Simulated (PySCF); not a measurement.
# CH3Al (SMILES C[Al]): levels of theory compared

Aim: a comparison of 6 runs (HF/3-21G, B2PLYP/cc-pVTZ, B3LYP/cc-pVTZ, M06-2X/cc-pVTZ, wB97M-V/cc-pVTZ, CCSD(T)/cc-pVTZ) of CH3Al. The job is set up through a Python script.

Program for the calculation: PySCF 2.14.0.

2 further runs of the same task are left out: 2 set aside as unsound or not needed.

### 1 The system as given

CH3Al has 5 atoms, charge 0, and is taken as a singlet. SMILES: `C[Al]`. The coordinates come from a PBE0-D4/def2-TZVP relaxation.

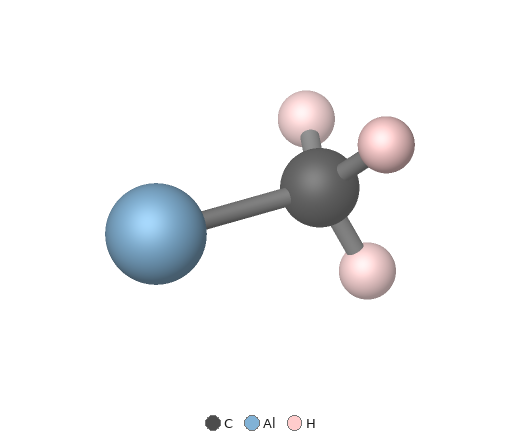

Viewed from a chosen angle; carbon dark grey, aluminium light blue, hydrogen pink.

### 2 The energy at HF/3-21G (run 1)

File start.xyz:

```xyz
5
CH3Al
C     -0.131220    -0.057510     0.054000
Al     1.572690     0.689240    -0.647230
H     -0.230740    -1.127460    -0.171770
H     -0.205100     0.049890     1.144270
H     -1.005630     0.445840    -0.379270
```

File job.py:

```python
from pyscf import gto

mol = gto.M(
    atom='start.xyz',
    basis='3-21g',
    max_memory=1860,
    charge=0,
    spin=0,
    verbose=3,
)

mf = mol.RHF()
mf.conv_tol = 1e-10
mf.kernel()
if not mf.converged:
    mf = mf.newton().run(mf.mo_coeff, mf.mo_occ)

etot = mf.e_tot
print(f'total energy: {etot:.8f} hartree')
```

On the command line:

```
OMP_NUM_THREADS=1 python job.py
```

Output:

```text
converged SCF energy = -279.967109551501
total energy: -279.96710955 hartree
```

Wall time 1.3 s (1 thread of Intel Xeon at 2.70GHz, shared host); peak memory 0.12 GiB.

### 3 The energy at B2PLYP/cc-pVTZ (run 2)

File calc.py:

```python
from pyscf import gto, dft, mp

mol = gto.Mole()
mol.atom = '''
C     -0.247970    -0.108678     0.102045
Al     2.971953     1.302475    -1.223087
H     -0.436035    -2.130591    -0.324598
H     -0.387583     0.094278     2.162357
H     -1.900365     0.842515    -0.716716
'''
mol.verbose = 4
mol.basis = 'cc-pvtz'
mol.max_memory = 1860
mol.spin = 0
mol.unit = 'bohr'
mol.build()

mf = dft.RKS(mol)
mf.xc = '0.53*HF + 0.47*B88, 0.73*LYP'
mf.conv_tol = 1e-10
mf.grids.level = 5
mf.kernel()
if not mf.converged:
    mf = mf.newton().run(mf.mo_coeff, mf.mo_occ)

pt = mp.MP2(mf, frozen=6).run()
e_tot = mf.e_tot + 0.27 * pt.e_corr
print('PT2 part  %.8f' % (0.27 * pt.e_corr))
print('E(%s) = %.9f' % ('B2PLYP', e_tot))
```

On the command line:

```
OMP_NUM_THREADS=1 python calc.py
```

Output:

```text
PySCF version 2.14.0

[... 73 lines left out ...]
converged SCF energy = -282.093309398607
[... 1 line left out ...]
******** <class 'pyscf.mp.mp2.RMP2'> ********
nocc = 5, nmo = 100
frozen orbitals 6
E(RMP2) = -282.387970077986  E_corr = -0.294660679379456
E(SCS-RMP2) = -282.397952299653  E_corr = -0.304642901045857
E_corr(same-spin) = -0.05648067024172
E_corr(oppo-spin) = -0.238180009137736
PT2 part  -0.07955838
E(B2PLYP) = -282.172867782
```

Run time: 23 s. Hardware: 1 thread of Intel Xeon at 2.70GHz, shared host; peak memory 0.53 GiB.

### 4 The energy at B3LYP/cc-pVTZ (run 3)

File job.py:

```python
# C[Al]
from pyscf import gto, dft

molecule = gto.M(
    atom='''
C     -0.247970    -0.108678     0.102045
Al     2.971953     1.302475    -1.223087
H     -0.436035    -2.130591    -0.324598
H     -0.387583     0.094278     2.162357
H     -1.900365     0.842515    -0.716716
''',
    charge=0,
    spin=0,
    unit='bohr',
    max_memory=1860,
    basis='cc-pvtz',
    verbose=4,
)

mf = dft.RKS(molecule, xc='b3lyp')
mf.conv_tol = 1e-10
mf.grids.level = 5
mf.kernel()
if not mf.converged:
    mf = mf.newton().run(mf.mo_coeff, mf.mo_occ)

e_final = mf.e_tot
print(f'total energy: {e_final:.8f} hartree')
```

On the command line:

```
OMP_NUM_THREADS=1 python job.py
```

Output:

```text
PySCF version 2.14.0

[... 71 lines left out ...]
converged SCF energy = -282.356199698122
total energy: -282.35619970 hartree
```

Run time: 20 s. Hardware: 1 thread of Intel Xeon at 2.70GHz, shared host; peak memory 0.53 GiB.

Runs 4 to 5 aren't shown in full; the table further down has their settings and results.

### 5 A single-point energy at CCSD(T)/cc-pVTZ (run 6)

File calc.py:

```python
# C[Al]
from pyscf import gto, cc

system = gto.Mole()
system.atom = '''
C   -0.131220  -0.057510   0.054000
Al   1.572690   0.689240  -0.647230
H   -0.230740  -1.127460  -0.171770
H   -0.205100   0.049890   1.144270
H   -1.005630   0.445840  -0.379270
'''
system.max_memory = 1860
system.basis = 'cc-pvtz'
system.verbose = 3
system.build()

mf = system.RHF()
mf.conv_tol = 1e-10
mf.kernel()
if not mf.converged:
    mf = mf.newton().run(mf.mo_coeff, mf.mo_occ)

mycc = cc.CCSD(mf, frozen=6)
mycc.kernel()
e_t = mycc.ccsd_t()
etot = mycc.e_tot + e_t
print('Final energy', etot)
```

On the command line:

```
OMP_NUM_THREADS=1 python calc.py
```

Output:

```text
converged SCF energy = -281.525353129375
E(CCSD) = -281.7939698085734  E_corr = -0.2686166791984003
CCSD(T) correction = -0.00961882344847042
Final energy -281.8035886320219
```

Wall time 29 s (1 thread of Intel Xeon at 2.70GHz, shared host); peak memory 0.68 GiB.

### 6 All runs side by side

```tsv
run	level	frozen core orbitals	integration grid	energy (Eh)	dipole moment (D) of the reference	HOMO energy (eV)	LUMO energy (eV)	wall time
1	HF/3-21G	–	–	-279.967110	1.12	-7.46	1.35	1.3 s
2	B2PLYP/cc-pVTZ	6	5	-282.172868	0.70	-6.32	-0.34	23 s
3	B3LYP/cc-pVTZ	–	5	-282.356200	0.65	-5.41	-1.52	20 s
4	M06-2X/cc-pVTZ	–	5	-282.289191	0.53	-6.46	-0.62	26 s
5	wB97M-V/cc-pVTZ	–	5	-282.287717	0.50	-7.48	0.38	63 s
6	CCSD(T)/cc-pVTZ	6	–	-281.803589	0.88	-7.58	1.22	29 s
```

### 7 What came out

```
                                          quantity          value
                               run 6: total energy  -281.80359 Eh
       run 6: dipole moment (Hartree–Fock density)         0.88 D
        run 6: HOMO energy (Hartree–Fock orbitals)       -7.58 eV
        run 6: LUMO energy (Hartree–Fock orbitals)        1.22 eV
      run 6: HOMO–LUMO gap (Hartree–Fock orbitals)        8.80 eV
run 6: correlation energy (6 core orbitals frozen)     -278.2 mEh
                             run 6: (T) correction      -9.62 mEh
                              run 6: T1 diagnostic          0.012
```

**Reading.** Over runs 1, 2, 3, 4, 5 the dipole moment (its size) runs from 0.50 D (wB97M-V/cc-pVTZ) to 1.12 D (HF/3-21G). The two ends differ in method and basis. Over runs 1, 2, 3, 4, 5 the HOMO–LUMO gap runs from 3.89 eV (B3LYP/cc-pVTZ) to 8.81 eV (HF/3-21G). Totals of different functionals can't be ranked against each other. All runs together took 2.7 min, the longest 63 s.
